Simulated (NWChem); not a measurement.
# CH4S2 (methyl hydrodisulfide) at 6 levels

Aim: a comparison of 6 runs (HF/STO-3G, HF/3-21G, HF/aug-cc-pVDZ, B3LYP/6-31G*, B2PLYP/6-31G**, TPSS/def2-SVP) of CH4S2 (methyl hydrodisulfide). 

Program for the calculation: NWChem 7.3.0.

## (1) Starting point

CH4S2: 7 atoms, total charge 0, spin state singlet. SMILES: `CSS`. The coordinates come from a PBE0-D4/def2-TZVP relaxation. This is one conformer, not always the lowest.

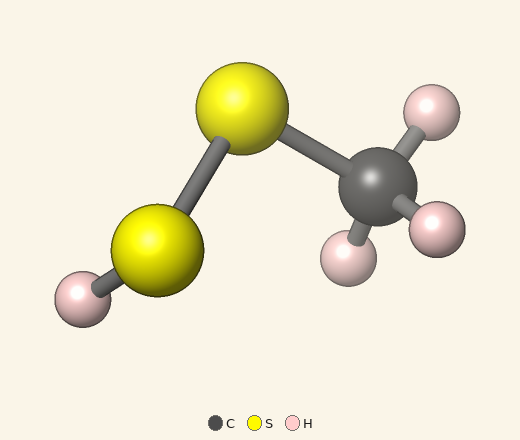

The structure, seen from a chosen angle (carbon dark grey, sulfur yellow, hydrogen pink).

## (2) Energy and gradient at HF/STO-3G (run 1)

Contents of sp.nw:

```
start sp
memory total 2200 mb

geometry units angstroms noautosym nocenter noautoz
   C     -0.757700     0.531000    -0.254500
   S      0.410700     0.313400     1.100600
   S      1.938900    -0.712100     0.227800
   H     -1.170500    -0.425600    -0.574100
   H     -0.285300     1.039300    -1.094100
   H     -1.562500     1.156200     0.139800
   H      1.487600    -1.970200     0.408600
end

basis spherical bse
   * library STO-3G
end

scf
   thresh 1e-08
   maxiter 80
   print medium
end

task scf gradient
```

Command:

```sh
$ nwchem sp.nw > sp.out
```

The log of the run:

```text
[...]
  functions       =    27
[...]
  wavefunction    = RHF
[...]
         Total SCF energy =   -826.076498146220
      One-electron energy =  -1446.403376598404
      Two-electron energy =    470.181255146057
 Nuclear repulsion energy =    150.145623306126
        Time for solution =      0.6s
[...]
                         RHF ENERGY GRADIENTS
    atom               coordinates                        gradient
                 x          y          z           x          y          z
   1 C      -1.431845   1.003444  -0.480935   -0.004180  -0.000390  -0.006385
   2 S       0.776110   0.592240   2.079832    0.009950  -0.006086  -0.013581
   3 S       3.663990  -1.345674   0.430480   -0.009038   0.015389   0.009469
   4 H      -2.211924  -0.804267  -1.084892    0.000783  -0.004902   0.003420
   5 H      -0.539139   1.963992  -2.067549    0.005639   0.002512   0.000927
   6 H      -2.952697   2.184901   0.264184   -0.002718   0.004057   0.006466
   7 H       2.811156  -3.723138   0.772142   -0.000436  -0.010580  -0.000316
[...]
```

It took 1.4 s on 1 thread of Intel Xeon 6975P-C (Granite Rapids), shared host; peak memory 0.099 GiB.

## (3) Energy and gradient at HF/3-21G (run 2)

Contents of run.py:

```python
from ase import Atoms
from ase.calculators.nwchem import NWChem

system = Atoms(['C', 'S', 'S', 'H', 'H', 'H', 'H'], positions=[
    [-0.757700, 0.531000, -0.254500],
    [0.410700, 0.313400, 1.100600],
    [1.938900, -0.712100, 0.227800],
    [-1.170500, -0.425600, -0.574100],
    [-0.285300, 1.039300, -1.094100],
    [-1.562500, 1.156200, 0.139800],
    [1.487600, -1.970200, 0.408600],
])

calc = NWChem(
    label='calc',
    theory='scf',
    memory='2200 mb',
    basis='3-21G',
    basispar='spherical bse',
    scf={'nopen': '0', 'rhf': None, 'thresh': '1e-08', 'maxiter': '80'},
)
system.calc = calc

forces = system.get_forces()
e = system.get_potential_energy()
print(f"E = {e:.6f} eV")
print("forces (eV/A):")
for s, f in zip(system.symbols, forces):
    print(f"{s:2s} {f[0]:10.5f} {f[1]:10.5f} {f[2]:10.5f}")
print("dipole (e A):", system.get_dipole_moment().round(4))
```

Command:

```sh
$ export ASE_NWCHEM_COMMAND="nwchem PREFIX.nwi > PREFIX.nwo"
$ python run.py
```

The log of the run:

```text
E = -22614.436726 eV
forces (eV/A):
C    -1.37199    0.30519   -1.43118
S    -1.89557    1.91120    2.95353
S     2.91733   -1.97723   -1.66762
H     0.15529    0.35291    0.09431
H    -0.16645   -0.20456    0.29804
H     0.28004   -0.24117   -0.19402
H     0.08130   -0.14635   -0.05312
dipole (e A): [-0.4168 -0.1801 -0.2543]
```

The calculator wrote calc.nwi:

```
title "calc"

permanent_dir calc

scratch_dir calc

start calc

geometry units angstrom nocenter noautosym noautoz
  C  -7.5770000000000004e-01 5.3100000000000003e-01 -2.5450000000000000e-01
  S  4.1070000000000001e-01 3.1340000000000001e-01 1.1006000000000000e+00
  S  1.9389000000000001e+00 -7.1209999999999996e-01 2.2780000000000000e-01
  H  -1.1705000000000001e+00 -4.2559999999999998e-01 -5.7410000000000005e-01
  H  -2.8530000000000000e-01 1.0392999999999999e+00 -1.0941000000000001e+00
  H  -1.5625000000000000e+00 1.1561999999999999e+00 1.3980000000000001e-01
  H  1.4876000000000000e+00 -1.9702000000000000e+00 4.0860000000000002e-01
end

memory 2200 mb

basis spherical bse noprint
   * library 3-21G
end

scf
  nopen 0
  rhf
  thresh 1e-08
  maxiter 80
end

task scf gradient
```

calc.nwo:

```text
Northwest Computational Chemistry Package (NWChem) 7.3.0
             --------------------------------------------------------

           Job information
           ---------------

    nwchem branch   = 7.3.0
    use scalapack   = T
    input           = calc.nwi
    prefix          = calc.
    data base       = calc/calc.db
    status          = startup
    nproc           =        1

           Memory information
           ------------------

    heap     =     72089596 doubles =      550.0 Mbytes
    stack    =     72089601 doubles =      550.0 Mbytes
    global   =    144179200 doubles =     1100.0 Mbytes (distinct from heap & stack)
    total    =    288358397 doubles =     2200.0 Mbytes
    verify   = yes
    hardfail = no

[... 135 lines left out ...]
 Convergence threshold     :          1.000E-08
[... 12 lines left out ...]
       Final RHF  results
[... 3 lines left out ...]
      One-electron energy =  -1446.565824274080
[... 1 line left out ...]
 Nuclear repulsion energy =    150.145623306126
[... 39 lines left out ...]
                       ROHF Final Molecular Orbital Analysis
[... 214 lines left out ...]
                 ----------------------------------------
                 |  Time  |  1-e(secs)   |  2-e(secs)   |
                 ----------------------------------------
                 |  CPU   |       0.00   |       0.15   |
                 ----------------------------------------
                 |  WALL  |       0.00   |       0.15   |
                 ----------------------------------------

 Task  times  cpu:        0.9s     wall:        0.9s
 Total times  cpu:        1.0s     wall:        1.0s
```

Run time: 1.8 s. Hardware: 1 thread of Intel Xeon 6975P-C (Granite Rapids), shared host; peak memory 0.097 GiB.

Run 3 isn't shown in full; the table further down has it.

## (4) Energy and gradient at B3LYP/6-31G(d) (spherical functions) (run 4)

Contents of ch4s2.nw:

```
start ch4s2
title "CH4S2"
memory stack 880 mb heap 220 mb global 1100 mb
charge 0
geometry units angstroms noautosym nocenter noautoz
  C    -0.757700    0.531000   -0.254500
  S     0.410700    0.313400    1.100600
  S     1.938900   -0.712100    0.227800
  H    -1.170500   -0.425600   -0.574100
  H    -0.285300    1.039300   -1.094100
  H    -1.562500    1.156200    0.139800
  H     1.487600   -1.970200    0.408600
end
basis spherical bse
  * library 6-31G*
end
dft
  xc b3lyp
  grid xfine
  convergence energy 1e-08
  iterations 100
  mulliken
  print medium
end
task dft gradient
```

Command:

```sh
$ nwchem ch4s2.nw > ch4s2.out
```

The log of the run:

```text
[...]
          Wavefunction type:  closed shell.
          No. of atoms     :     7
          No. of electrons :    42
[...]
          Charge           :     0
          Spin multiplicity:     1
[...]
          AO basis - number of functions:    58
[...]
              XC Information
              --------------
                         B3LYP Method XC Potential
                     Hartree-Fock (Exact) Exchange  0.200
                        Slater Exchange Functional  0.800 local
                    Becke 1988 Exchange Functional  0.720 non-local
              Lee-Yang-Parr Correlation Functional  0.810
                  VWN I RPA Correlation Functional  0.190 local
[...]
 d= 0,ls=0.0,diis     1   -836.8450951254 -9.87D+02  1.18D-02  2.98D-01     1.6
[...]
 d= 0,ls=0.0,diis    10   -836.8820273655 -3.75D-10  1.84D-07  5.27D-11    13.4
         Total DFT energy =     -836.882027365474
      One electron energy =    -1452.351326768068
           Coulomb energy =      523.697163832759
    Exchange-Corr. energy =      -58.373487736291
 Nuclear repulsion energy =      150.145623306126
[...]
      Total Density - Mulliken Population Analysis
     ---------------------------------------------
    Atom       Charge   Shell Charges
 -----------   ------   -------------------------------------------------------
    1 C    6     6.59   2.00  0.68  2.10  0.70  1.08  0.03
    2 S   16    15.97   2.00  2.00  5.97  1.38  2.99  0.51  1.05  0.08
    3 S   16    16.13   2.00  2.00  5.97  1.38  3.03  0.52  1.15  0.07
    4 H    1     0.81   0.52  0.29
    5 H    1     0.80   0.52  0.28
    6 H    1     0.81   0.52  0.29
    7 H    1     0.89   0.51  0.38
[...]
  wavefunction    = closed shell
                         DFT ENERGY GRADIENTS
    atom               coordinates                        gradient
                 x          y          z           x          y          z
   1 C      -1.431845   1.003444  -0.480935    0.005426  -0.001207   0.005474
   2 S       0.776110   0.592240   2.079832    0.005036  -0.008716  -0.016669
   3 S       3.663990  -1.345674   0.430480   -0.013967   0.005805   0.006968
   4 H      -2.211924  -0.804267  -1.084892    0.001601   0.001409   0.001639
   5 H      -0.539139   1.963992  -2.067549    0.000046  -0.000913   0.002342
   6 H      -2.952697   2.184901   0.264184    0.001785  -0.001018   0.000003
   7 H       2.811156  -3.723138   0.772142    0.000072   0.004641   0.000244
[...]
```

Wall time 17 s (1 thread of Intel Xeon 6975P-C (Granite Rapids), shared host); peak memory 0.13 GiB.

Run 5 isn't shown in full; the table further down has it.

## (5) Energy and forces at TPSS/def2-SVP (run 6)

Contents of work.nw:

```
START work
TITLE "CH4S2"
memory total 2200 mb
GEOMETRY units angstroms noautosym nocenter noautoz
   C     -0.757700     0.531000    -0.254500
   S      0.410700     0.313400     1.100600
   S      1.938900    -0.712100     0.227800
   H     -1.170500    -0.425600    -0.574100
   H     -0.285300     1.039300    -1.094100
   H     -1.562500     1.156200     0.139800
   H      1.487600    -1.970200     0.408600
END
BASIS spherical bse
   * library def2-SVP
END
DFT
   xc xtpss03 ctpss03
   grid xfine
   convergence energy 1e-08
   maxiter 100
   mulliken
END
TASK dft gradient
```

Command:

```sh
$ nwchem work.nw > work.out
```

The log of the run:

```text
[...]
          Wavefunction type:  closed shell.
          No. of atoms     :     7
          No. of electrons :    42
[...]
          Charge           :     0
          Spin multiplicity:     1
[...]
          AO basis - number of functions:    70
[...]
              XC Information
              --------------
                  TPSS metaGGA Exchange Functional  1.000
             TPSS03 metaGGA Correlation Functional  1.000
[...]
 d= 0,ls=0.0,diis     1   -836.6336608197 -9.87D+02  9.26D-03  3.00D-01     2.0
[...]
 d= 0,ls=0.0,diis    10   -836.6687393625 -1.41D-09  3.42D-07  5.41D-10    19.0
         Total DFT energy =     -836.668739362494
      One electron energy =    -1451.914977062874
           Coulomb energy =      523.455831582938
    Exchange-Corr. energy =      -58.355217188684
 Nuclear repulsion energy =      150.145623306126
[...]
      Total Density - Mulliken Population Analysis
     ---------------------------------------------
    Atom       Charge   Shell Charges
 -----------   ------   -------------------------------------------------------
    1 C    6     6.08   1.99  0.92  0.17  2.09  0.88  0.03
    2 S   16    16.13   2.00  1.99  1.26  0.67  5.92  1.80  2.39  0.10
    3 S   16    16.08   2.00  1.98  1.26  0.62  5.92  1.80  2.42  0.08
    4 H    1     0.94   0.75  0.17  0.02
    5 H    1     0.93   0.75  0.16  0.02
    6 H    1     0.93   0.75  0.17  0.02
    7 H    1     0.92   0.73  0.16  0.03
[...]
  wavefunction    = closed shell
                         DFT ENERGY GRADIENTS
    atom               coordinates                        gradient
                 x          y          z           x          y          z
   1 C      -1.431845   1.003444  -0.480935    0.002491  -0.000496   0.002924
   2 S       0.776110   0.592240   2.079832    0.004287  -0.007279  -0.016191
   3 S       3.663990  -1.345674   0.430480   -0.014833   0.001110   0.007529
   4 H      -2.211924  -0.804267  -1.084892    0.003548   0.007237   0.002854
   5 H      -0.539139   1.963992  -2.067549   -0.003240  -0.003978   0.006738
   6 H      -2.952697   2.184901   0.264184    0.005632  -0.004403  -0.002992
   7 H       2.811156  -3.723138   0.772142    0.002114   0.007809  -0.000860
[...]
```

Run time: 24 s. Hardware: 1 thread of Intel Xeon 6975P-C (Granite Rapids), shared host; peak memory 0.13 GiB.

## (6) The series

```csv
run,level,iteration cap,module,energy (Eh),dipole moment (D),HOMO energy (eV),LUMO energy (eV),wall time
1,HF/STO-3G,80,scf,-826.076498,1.22,-6.99,9.56,1.4 s
2,HF/3-21G,80,scf,-831.065228,2.50,-10.12,3.10,1.8 s
3,HF/aug-cc-pVDZ,80,scf,-835.265954,1.95,-9.79,0.97,70 s
4,B3LYP/6-31G* (spherical functions),100,dft,-836.882027,1.99,-6.65,-0.66,17 s
5,B2PLYP/6-31G** (spherical functions),100,dft,-836.515120,2.02,-7.97,0.99,14 s
6,TPSS/def2-SVP,100,dft,-836.668739,1.83,-5.73,-1.07,24 s
```

## (7) Results

| quantity | value |
| --- | --- |
| run 6: total energy | -836.66874 Eh |
| run 6: dipole moment | 1.83 D |
| run 6: HOMO energy | -5.73 eV |
| run 6: LUMO energy | -1.07 eV |
| run 6: HOMO–LUMO gap | 4.66 eV |
| run 6: largest force on an atom | 0.939 eV/Å |

The dipole moment (its size) runs from 1.22 D (HF/STO-3G) to 2.50 D (HF/3-21G). The HOMO–LUMO gap runs from 4.66 eV (TPSS/def2-SVP) to 16.55 eV (HF/STO-3G). The two ends differ in method and basis. Totals of different functionals can't be ranked against each other. In run 1 the basis is minimal, so the values are rough. All runs together took 2.1 min, the longest 70 s.
